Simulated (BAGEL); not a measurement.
# CH2BN (SMILES BC#N): a chain of runs

Wanted: a single-point energy (HF/6-31G*), then the energy (NEVPT2(2,2)/6-31G*), then the energy (CASPT2(2,2)/6-31G*) of CH2BN. 

Program for the calculation: BAGEL 1.2.2.

2 further runs of the same task are left out: 2 set aside as unsound or not needed.

### Step 1. The system as given

The species is CH2BN (5 atoms), meant as a singlet with charge 0. As SMILES, `BC#N`. The B1–C2 distance was set to 2.054 Å, away from the relaxed value.

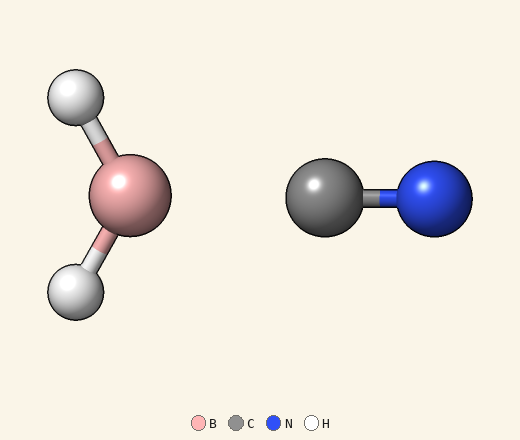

The structure, seen from a chosen angle (boron pink, carbon grey, nitrogen blue, hydrogen white).

### Step 2. The energy at HF/6-31G(d) (density fitting with svp-jkfit, spherical functions) (run 1)

Input file input.json:

```json
{ "bagel": [

{
  "title": "molecule",
  "basis": "6-31gs.json",
  "df_basis": "svp-jkfit",
  "geometry": [
    { "atom": "B", "xyz": [    -0.79249067,     1.58662728,    -1.19679190 ] },
    { "atom": "C", "xyz": [     0.66650640,    -1.31657219,     0.92728861 ] },
    { "atom": "N", "xyz": [     1.48626960,    -2.94721686,     2.12065066 ] },
    { "atom": "H", "xyz": [    -1.78478585,     1.10682582,    -3.15398125 ] },
    { "atom": "H", "xyz": [    -0.61617922,     3.68932554,    -0.42729542 ] }
  ]
},

{
  "title": "hf"
},

{
  "title": "print",
  "file": "orbitals.molden",
  "orbitals": true
}

]}
```

The basis set 6-31G* is read from a file made from the Basis Set Exchange's data (not shown).

The run is started by

```console
BAGEL_NUM_THREADS=1 BAGEL input.json > input.out
```

The log of the run:

```text
* using 1 threads per process

  ===============================================================
  ===============================================================

  *** Geometry ***

  { "atom" : "B", "xyz" : [     -0.792491,      1.586627,     -1.196792 ] },
  { "atom" : "C", "xyz" : [      0.666506,     -1.316572,      0.927289 ] },
  { "atom" : "N", "xyz" : [      1.486270,     -2.947217,      2.120651 ] },
  { "atom" : "H", "xyz" : [     -1.784786,      1.106826,     -3.153981 ] },
  { "atom" : "H", "xyz" : [     -0.616179,      3.689326,     -0.427295 ] },

  Number of auxiliary basis functions:      263

  Since a DF basis is specified, we compute 2- and 3-index integrals:
    o Being stored without compression. Storage requirement is 0.004 GB

  Number of basis functions:       46
  Number of electrons      :       20

    * METHOD: MOLECULE                             0.05

  *** RHF ***

  === Nuclear Repulsion ===
    41.6031277417

      * DIIS with orbital gradients will be used.

  === RHF iteration (6-31gs.json) ===
      0       -117.88310441          0.03403948           0.01
      1       -117.95427179          0.03052319           0.00
      2       -118.07531599          0.00357023           0.01
[... 10 lines of this table left out ...]
     13       -118.07877892          0.00000001           0.01
    * SCF iteration converged.

    * Permanent dipole moment:
           (    0.782627,    -1.557263,     1.139398) a.u.

    * METHOD: HF                                   0.13

    * METHOD: PRINT                                0.01

  ===============================================================
```

Wall time 0.3 s (1 thread of Arm Neoverse V1, shared host); peak memory 0.15 GiB.

### Step 3. A single-point energy at NEVPT2(2,2)/6-31G(d) (density fitting with svp-jkfit, spherical functions) (run 2)

Input file job.json:

```json
{ "bagel": [

{
  "title": "molecule",
  "basis": "6-31gs.json",
  "df_basis": "svp-jkfit",
  "angstrom": false,
  "geometry": [
    { "atom": "B", "xyz": [    -0.79249067,     1.58662728,    -1.19679190 ] },
    { "atom": "C", "xyz": [     0.66650640,    -1.31657219,     0.92728861 ] },
    { "atom": "N", "xyz": [     1.48626960,    -2.94721686,     2.12065066 ] },
    { "atom": "H", "xyz": [    -1.78478585,     1.10682582,    -3.15398125 ] },
    { "atom": "H", "xyz": [    -0.61617922,     3.68932554,    -0.42729542 ] }
  ]
},

{
  "title": "hf"
},

{
  "title": "nevpt2",
  "nstate": 1,
  "nact": 2,
  "nclosed": 9,
  "active": [6, 12],
  "maxiter": 200,
  "natocc": true,
  "ncore": 3
},

{
  "title": "print",
  "file": "orbitals.molden",
  "orbitals": true
}

]}
```

The basis set 6-31G* is read from a file made from the Basis Set Exchange's data (not shown).

The run is started by

```console
BAGEL_NUM_THREADS=1 BAGEL job.json > job.out
```

The log of the run:

```text
* using 1 threads per process

  ===============================================================
  ===============================================================

  *** Geometry ***

[... 29 lines left out ...]
    * SCF iteration converged.
[... 1 line left out ...]
    * Permanent dipole moment:
[... 28 lines left out ...]
    * Second-order optimization converged. *
[... 9 lines left out ...]
     * ci vector, state   0, <S^2> = 0.0000
       2.     0.9905854679
       .2    -0.1368956932

  === DF-NEVPT2 calculation ===

    * 3-index integral transformation done
    * assembly done

      NEVPT2 correlation energy:   -0.3236149847      0.03

          (+0)     -0.2599614035
          (+0)'    -0.0191189352
          (+1)     -0.0071265976
          (+1)'    -0.0000000000
          (+2)     -0.0002808965
          (-1)     -0.0306759777
          (-1)'     0.0000000000
          (-2)     -0.0064511742

      NEVPT2 total energy:       -118.4223584025

    * METHOD: NEVPT2                               0.50

    * METHOD: PRINT                                0.01

  ===============================================================
```

It took 0.83 s on 1 thread of Arm Neoverse V1, shared host; peak memory 0.15 GiB.

### Step 4. The energy at CASPT2(2,2)/6-31G(d) (density fitting with svp-jkfit, spherical functions) (run 3)

Input file job.json:

```json
{ "bagel" : [

{
  "title" : "molecule",
  "basis" : "6-31gs.json",
  "df_basis" : "svp-jkfit",
  "geometry" : [
    { "atom" : "B", "xyz" : [ -0.79249067,  1.58662728, -1.19679190 ] },
    { "atom" : "C", "xyz" : [  0.66650640, -1.31657219,  0.92728861 ] },
    { "atom" : "N", "xyz" : [  1.48626960, -2.94721686,  2.12065066 ] },
    { "atom" : "H", "xyz" : [ -1.78478585,  1.10682582, -3.15398125 ] },
    { "atom" : "H", "xyz" : [ -0.61617922,  3.68932554, -0.42729542 ] }
  ]
},
{ "title" : "hf" },
{ "title" : "casscf", "nstate" : 1, "nact" : 2, "nclosed" : 9, "active" : [6, 12], "maxiter" : 200, "natocc" : true },
{ "title" : "print", "file" : "orbitals.molden", "orbitals" : true },
{ "title" : "smith", "method" : "caspt2", "ms" : true, "xms" : true, "sssr" : true, "shift" : 0.2, "shift_imag" : true, "ncore" : 3 }

]}
```

The basis set 6-31G* is read from a file made from the Basis Set Exchange's data (not shown).

The run is started by

```console
BAGEL_NUM_THREADS=1 BAGEL job.json > job.out
```

The log of the run:

```text
* using 1 threads per process

  ===============================================================
  ===============================================================

  *** Geometry ***

[... 31 lines left out ...]
    * Permanent dipole moment:
[... 37 lines left out ...]
     * ci vector, state   0, <S^2> = 0.0000
[... 21 lines left out ...]
       #      aibj      arbs      arbi      airj      risj      airs      arst      rist         Etot      error   time
[... 9 lines left out ...]
      ------------------------------------------------------------------------------------------------------------------

    * CASPT2 energy : state  0     -118.4252741976
        w/o shift correction       -118.4229273663
        reference weight              0.8880254658

    * METHOD: SMITH                                0.12

  ===============================================================
```

Wall time 0.91 s (1 thread of Arm Neoverse V1, shared host); peak memory 0.15 GiB.

### Step 5. Results

```
                               quantity          value
         run 1, HF/6-31G*: total energy  -118.07878 Eh
        run 1, HF/6-31G*: dipole moment         5.29 D
          run 1, HF/6-31G*: HOMO energy      -12.30 eV
          run 1, HF/6-31G*: LUMO energy        0.62 eV
        run 1, HF/6-31G*: HOMO–LUMO gap       12.92 eV
run 2, NEVPT2(2,2)/6-31G*: total energy  -118.42236 Eh
run 3, CASPT2(2,2)/6-31G*: total energy  -118.42527 Eh
```
